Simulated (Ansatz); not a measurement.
**HCl···Cl (doublet): density, localisation and related maps**

Input file:

```
crystal:
  periodic: [false, false, false]
  atoms:
    - {symbol: H, position_ang: [-0.254647, 1.080502, 0.464273]}
    - {symbol: Cl, position_ang: [1.258616, -1.136068, -0.753372]}
    - {symbol: Cl, position_ang: [-1.003969, 0.055567, 0.289100]}
basis:
  gaussian: {orbitals: def2-TZVPP}
magnetization: {spin_polarized: true, initial_magnetization: 1}
hamiltonian: {xc: pbe0, dispersion: d4}
output: {orbitals: {seedname: orbitals}}
```

Launched as:

```sh
ansatz run in.yaml --threads 2 --pin off --events-out ev --progress --plain --max-ram 4352MiB
```

The product side of a reaction path; geometry: PBE0-D4/def2-TZVP.

All numbers below come from UKS PBE0-D4/def2-TZVPP in Ansatz.

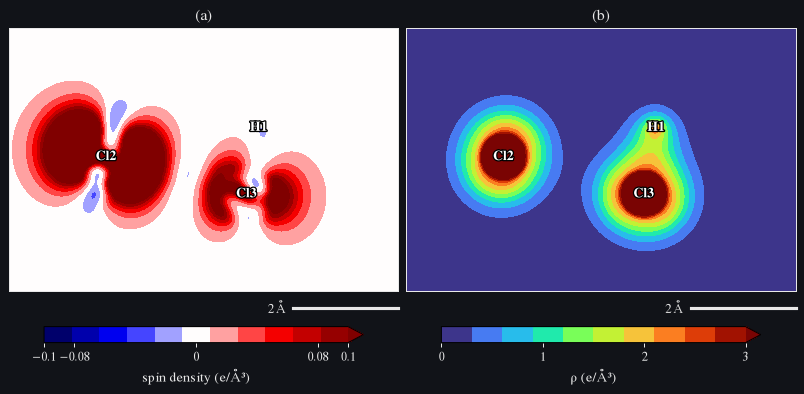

Figure 1. (a) spin density (α minus β); (b) electron density on the molecular plane.

Q: Interpret the plot.

A:
- The section cuts through H and Cl sites.
- Cl2···Cl3 (2.76 Å): the density falls to about 0.21 e/Å³ on the way.
- Cl–H (1.28 Å): ρ at the midpoint is about 2 e/Å³.
- The unpaired spin (1 electron) lies mostly on Cl2 (about 0.8) and Cl3 (about 0.2), in electrons by Hirshfeld's partition.

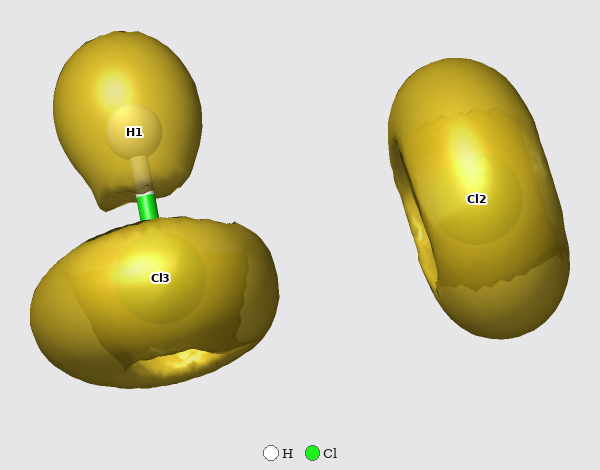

Figure 2. Isosurface of the electron localisation function at 0.85 (yellow), seen at a tilt. Only the valence region is drawn (cores and ρ < 0.01 e/Å³ removed).

Q: Describe the localisation domains.

A: The ELF exceeds this value in one region around a hydrogen nucleus, one ring or bowl of non-bonding electrons around Cl and one region wrapped around Cl (its valence shell). Along the contacts the grid gives the following. Cl2···Cl3 (2.76 Å): the ELF dips to about 0.15 between them. Cl–H (1.28 Å): the ELF climbs to about 1 towards the hydrogen, as it does in any bond to H: a covalent bond by its length.

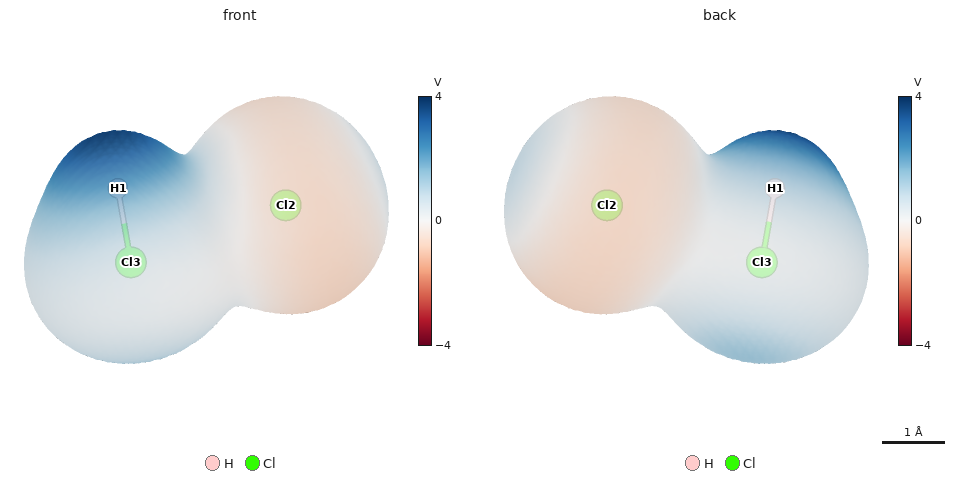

Figure 3. The electrostatic potential painted on the density surface at 0.004 e/bohr³, seen from the front and from behind; red is negative and blue positive.

Q: Which sites attract a positive test charge, and which a negative one?

A: A positive charge is drawn to the negative regions and a negative charge to the positive ones. The most negative region (about −0.8 V) lies over Cl2, the most positive (about +3.7 V) over H1. Cl3 shows a σ-hole: about +1.5 V at the tip opposite its bond, against about +0.1 V on its flanks.

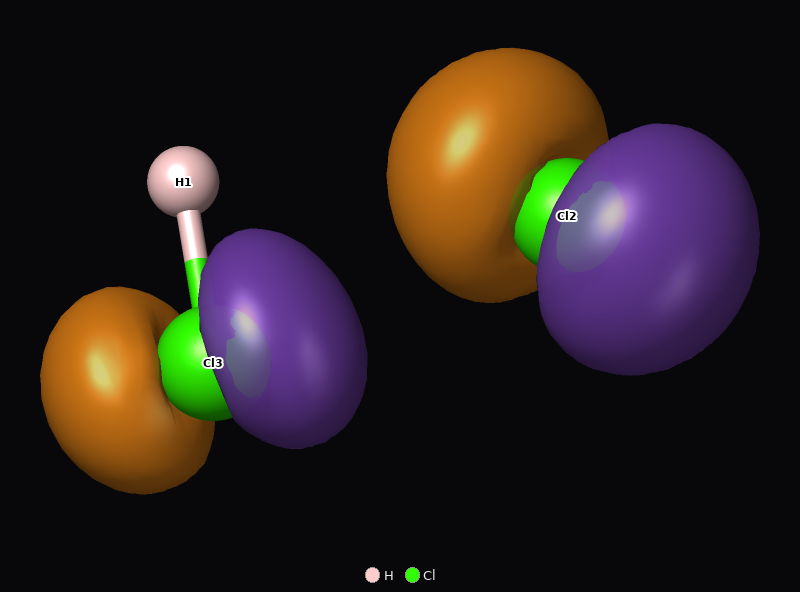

Figure 4. The HOMO−1 (α) at ±0.2 Å⁻³ᐟ² (orange and purple are the two phases), seen at a tilt.

Q: Where does this orbital lie, and at what energy?

A: Its weight (Hirshfeld) is mainly on Cl2 (about 65 %) and Cl3 (about 30 %); it is symmetric in the molecular plane (an in-plane orbital: σ, lone-pair or in-plane π type); largely a lone pair of Cl2. Its energy is −9.13 eV.
